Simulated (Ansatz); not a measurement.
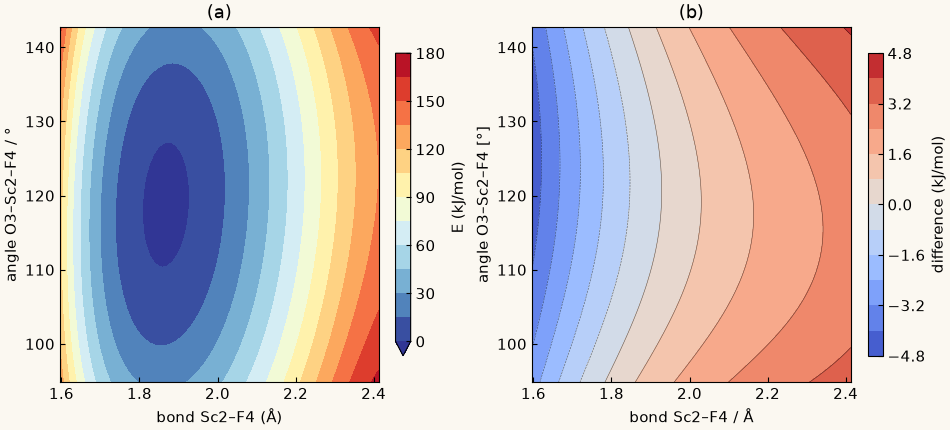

FH₂O₂Sc, SMILES [OH][Sc]([OH])[F]. Two internal coordinates are moved rigidly from the geometry relaxed at PBE0-D4/def2-TZVP, all others fixed. First axis: bond Sc2–F4. Second axis: angle O3–Sc2–F4. Grid: 5 × 5 points. Points are written as (first, second). Energies: kJ/mol, counted from each map's own lowest point. Theory: Ansatz 0.2.0, RKS r2SCAN-D4/def2-TZVPP.

Panel (a): RKS r2SCAN-D4/def2-TZVPP in Ansatz 0.2.0. Panel (b): the map at Ansatz, RKS PBE0-D4/def2-TZVPP less the map of (a), each from its own lowest point.

Question: How does the change of method alter the landscape?

Answer: The difference runs from −4.4 kJ/mol at (1.596 Å, 130.8°) to 4.1 kJ/mol at (2.413 Å, 142.8°). The interpolated minimum moves from 1.8579 to 1.8532 Å in bond Sc2–F4 and 118.78 to 118.83° in angle O3–Sc2–F4.
